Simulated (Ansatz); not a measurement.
# OsCl2 (1T sheet): how robust is the cRPA U?, part 2 of 2

Aim: hold the target of a cRPA run on OsCl2 (1T sheet) and move one thing at a time.

Ansatz 0.2.0; constrained RPA on LDA, plane waves, PAW.

So far. Step 4 (Changed: 3×3×1 mesh): On the Os eg shell, screening brings the on-site interaction from 9.4 eV down to U = 2.46 eV. Step 6 (Changed: accuracy low): On the Os eg shell, screening brings the on-site interaction from 9.0 eV down to U = 2.40 eV.

## 7. Changed: a wide Fermi-Dirac smearing

input.yaml reads:

```yaml
crystal:
  lattice:
    - [0.0, 2.5319672, 2.5319672]
    - [2.5319672, -2.5319672, 0.0]
    - [17.38503569, 17.38503569, -17.38503569]
  atoms:
    - { symbol: Os, position: [0.0, 0.0, 0.3180797022] }
    - { symbol: Cl, position: [0.3333333333, 0.6666666667, 0.3556983137] }
    - { symbol: Cl, position: [0.6666666667, 0.3333333333, 0.2804610906] }
  periodic: [true, true, false]
kpoints:
  mp_grid: { grid: [6, 6, 1] }
hamiltonian:
  xc: lda
scf:
  occupations: { method: fermi_dirac, width: 1.0 }
  n_extra_bands: 19
  max_iter: 150
  lower_state_search: "off"
output:
  crpa:
    kmesh: [6, 6, 1]
    target_bands: [c1, c2]
    projections: [{ species: Os, l: d, shell: 5, orbitals: [dz2, dx2-y2] }]
```

Launch:

```sh
$ ansatz run input.yaml --threads 4 --pin off --max-ram 14745MiB --backend cpu --events-out ev --progress --plain --runs-dir out
```

Numbers of over 12 decimals in the logs are rounded to 6 here.

Log:

```text
scf.n_extra_bands = 19 over 15 filled bands (N_el = 30.0): the run solves 34 bands
Engine: ansatz 0.2.0, aarch64-unknown-linux-gnu
Pseudopotentials: kind: paw
Pseudopotential: Os, paw, valence charge 16, recommended cutoff 420 eV (normal), Os.paw.azcp
Pseudopotential: Cl, paw, valence charge 7, recommended cutoff 420 eV (normal), Cl.paw.azcp
Functional definition: SPW92
  exchange = slater_x
  correlation = pw_c
Crystal: 3 atoms, lattice volume = 334.359 Å³
Basis set: ecut = 420 eV, 6455 PW (Γ)
[...]
Error: refused after 7 iterations: slab_electrons_in_vacuum = 1.99e-4 (threshold 1.00e-6); electrons that its smearing lays highest leave the slab for the vacuum on both its sides, from a quarter of the vector that does not repeat out to the cut: the least energy of a wave there at their k-point stands 5.2 eV under their level, and 1.99e-4 e/Å² of theirs stand a quarter out or further, so that the energy and levels can hang on that vector's length. Under a cutoff below the recommended one the basis itself can leave a density there or draw electrons out: first raise basis.ecutwfc. Narrow scf.occupations.width, or fill by another scf.occupations.method. [rest of the remark cut]
```

Elapsed: 2.2 s, on 4 threads of Arm Neoverse V1, shared host; peak memory 0.57 GiB.

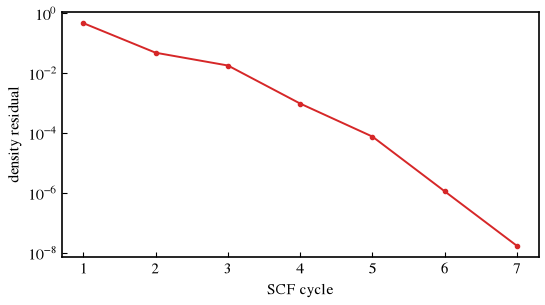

Residual by cycle in this run.

The run ended with an error.

After 7 cycles the residual stands at 1.7e-8.

The program's message: “Error: refused after 7 iterations: slab_electrons_in_vacuum = 1.99e-4 (threshold 1.00e-6); electrons that its smearing lays highest leave the slab for the vacuum on both its sides, from a quarter of t …”

The fault put into this input: a wide Fermi-Dirac smearing.

## 8. Changed: strain -3%

The cell differs from the one that the last finished run ended in (a 3.581 → 3.473 Å, b 3.581 → 3.473 Å).

Changes to input.yaml since step 7:

```diff
@@ -2,4 +2,4 @@
   lattice:
-    - [0.0, 2.5319672, 2.5319672]
-    - [2.5319672, -2.5319672, 0.0]
+    - [0.0, 2.456008184, 2.456008184]
+    - [2.456008184, -2.456008184, 0.0]
     - [17.38503569, 17.38503569, -17.38503569]
@@ -15,3 +15,3 @@
 scf:
-  occupations: { method: fermi_dirac, width: 1.0 }
+  occupations: { method: gaussian, width: 0.08 }
   n_extra_bands: 19
@@ -24 +24,6 @@
     projections: [{ species: Os, l: d, shell: 5, orbitals: [dz2, dx2-y2] }]
+  local_orbitals:
+    kmesh: [12, 12, 1]
+    orbitals: [{ species: Os, l: d, shell: 5, orbitals: [dz2, dx2-y2] }]
+    window: { bands: [c1, c2] }
+    seedname: lo
```

Log:

```text
[...]
Crystal: 3 atoms, lattice volume = 314.598 Å³
Basis set: ecut = 420 eV, 6155 PW (Γ)
Bands: 34, of which v1, the nominal top of the filled ones, is band 15 counted from 1 (14 counted from 0)
Symmetry: 12 space group operations
[...]
k-points: 7 of 36
[...]
° read free of the cell's end (the report's vacuum.weakly_bound_levels)
[...]
χ-basis size per q: N_G = 1119..1146
[...]
Site 0, 5D, 2 of 5 d orbitals (Wannier functions 1, 2; wannier90's mr 1, 4):
      screened: U = 2.3951 eV, U' = 1.9296 eV, J = 0.2327 eV
      screened, to within: U = 5.5e-3 eV, U' = 5.5e-3 eV, J = 5.3e-4 eV
      bare: V = 8.7296 eV, V' = 7.9378 eV, J = 0.3959 eV
[...]
[key lines of the parts left out:]
SCF converged after 7 iterations
Free energy (F): -13206.031064 eV
Fermi energy:    -3.757400 eV
```

Elapsed: 64 s, on 4 threads; peak memory 1.7 GiB.

Numbers from this step:

```yaml
u: 2.395 eV
u_prime_inter_orbital: 1.930 eV
j: 0.2327 eV
bare_v: 8.730 eV
bare_j: 0.3959 eV
stated_bound_on_u: 0.005463 eV
u_over_bare_v: 0.2744
electrons_in_the_window: 0
head_of_the_constrained_inverse_dielectric_matrix: 0.5982
least_eigenvalue_of_the_projection_s_overlap: 0.4597
target_functions: 2
bands_in_the_sums: 34
r_m_s_miss_of_the_model_bands: 0.001833 eV
width_of_the_target_bands: 1.416 eV
weight_of_the_projected_orbitals_in_the_window: 0.5704
```

On the Os eg shell, screening brings the on-site interaction from 8.7 eV down to U = 2.40 eV.

## 9. Changed: potentials

input.yaml, the sections that differ from step 8:

```yaml
crystal:
  lattice:
    - [0.0, 2.5319672, 2.5319672]
    - [2.5319672, -2.5319672, 0.0]
    - [17.38503569, 17.38503569, -17.38503569]
  atoms:
    - { symbol: Os, position: [0.0, 0.0, 0.3180797022] }
    - { symbol: Cl, position: [0.3333333333, 0.6666666667, 0.3556983137] }
    - { symbol: Cl, position: [0.6666666667, 0.3333333333, 0.2804610906] }
  periodic: [true, true, false]
hamiltonian:
  xc: lda
  pseudopotentials: { kind: paw, source: ansatz }
output:
  crpa:
    kmesh: [6, 6, 1]
    target_bands: [c1, c2]
    projections: [{ species: Os, l: d, shell: 5, orbitals: [dz2, dx2-y2] }]
# kpoints, scf: as in step 8
```

Log:

```text
Warning: <dir> the record states the generating functional pbe (its physics header spells it `PBE`), which answers neither for hamiltonian.xc's functional nor for the lda family's, and the run keeps its frozen core as the file was made (hamiltonian.pseudopotentials.frozen_core says where one is remade) — results may be inconsistent (PPs are generated against a specific XC)
[...]
Crystal: 3 atoms, lattice volume = 334.359 Å³
[...]
° read free of the cell's end (the report's vacuum.weakly_bound_levels)
[...]
χ-basis size per q: N_G = 1182..1236
[...]
Site 0, 5D, 2 of 5 d orbitals (Wannier functions 1, 2; wannier90's mr 1, 4):
      screened: U = 2.4083 eV, U' = 1.9255 eV, J = 0.2414 eV
      screened, to within: U = 6.3e-3 eV, U' = 6.3e-3 eV, J = 6.4e-4 eV
      bare: V = 9.0083 eV, V' = 8.1931 eV, J = 0.4076 eV
[...]
[key lines of the parts left out:]
SCF converged after 9 iterations
Free energy (F): -13274.856094 eV
Fermi energy:    -3.942258 eV
```

The job ended after 2.5 min (4 threads; peak memory 3.5 GiB).

Numbers from this step:

| Property | Result |
| --- | --- |
| U | 2.408 eV |
| U prime (inter-orbital) | 1.925 eV |
| J | 0.2414 eV |
| bare V | 9.008 eV |
| bare J | 0.4076 eV |
| stated bound on U | 0.006254 eV |
| U over bare V | 0.2673 |
| electrons in the window | 0 |
| head of the constrained inverse dielectric matrix | 0.6009 |
| least eigenvalue of the projection's overlap | 0.4753 |
| target functions | 2 |
| bands in the sums | 34 |
| width of the target bands | 1.106 eV |
| weight of the projected orbitals in the window | 0.5940 |

On the Os eg shell, screening brings the on-site interaction from 9.0 eV down to U = 2.41 eV.

## 10. Side by side

Times are wall times on 4 threads of Arm Neoverse V1, shared host, good to a factor of about two.

```csv
run,bare V (eV),U (eV),J (eV),bound on U (eV),width (eV),time
target window,9.01,2.411,0.242,0.0053,1.11,70 s
9×9×1 mesh,8.96,2.400,0.241,0.0052,1.11,2.9 min
3×3×1 mesh,9.38,2.461,0.252,0.0053,1.11,23 s
accuracy low,9.01,2.404,0.241,0.0693,1.11,43 s
strain -3%,8.73,2.395,0.233,0.0055,1.42,64 s
potentials,9.01,2.408,0.241,0.0063,1.11,2.5 min
```

## 11. Summary of results

| Property | Result |
| --- | --- |
| target window | U 2.41 eV, J 0.24 eV |
| 9×9×1 mesh | U 2.40 eV, J 0.24 eV |
| 3×3×1 mesh | U 2.46 eV, J 0.25 eV |
| accuracy low | U 2.40 eV, J 0.24 eV |
| strain -3% | U 2.40 eV, J 0.23 eV |
| potentials | U 2.41 eV, J 0.24 eV |

**Reading.** 9×9×1 mesh moves U by −0.01 eV at 2.5 times the time. 3×3×1 mesh moves U by +0.05 eV at 0.32 times the time. Accuracy low moves U by −0.01 eV (within the solver's bounds, for the mean over orbitals). Strain -3% moves U by −0.02 eV. Potentials moves U by −0.003 eV (within the solver's bounds, for the mean over orbitals) at 2.1 times the time. The printed bound covers the solver alone, not the mesh. The parent state is non-magnetic and the interaction static (zero frequency); U depends on the window and the orbitals, so it belongs to this model alone. Spin-orbit coupling, which is strong for atoms this heavy, is left out.

[Paths, hosts, dates, memory and timing lines, banners, echoed tables and standing remarks are left out of the program output.]

[Logs are printed without paths, hosts, clocks, repeated set-up lines and the standing remarks that a program may print on its own settings, such as how far it seeks lower states.]

[Runs of the session that timed out or met a known fault of the program may be left out.]

[Hosts, paths, dates, database ids (printed as entryN), source tags and the programs' standing remarks are cut or masked in the printed files.]
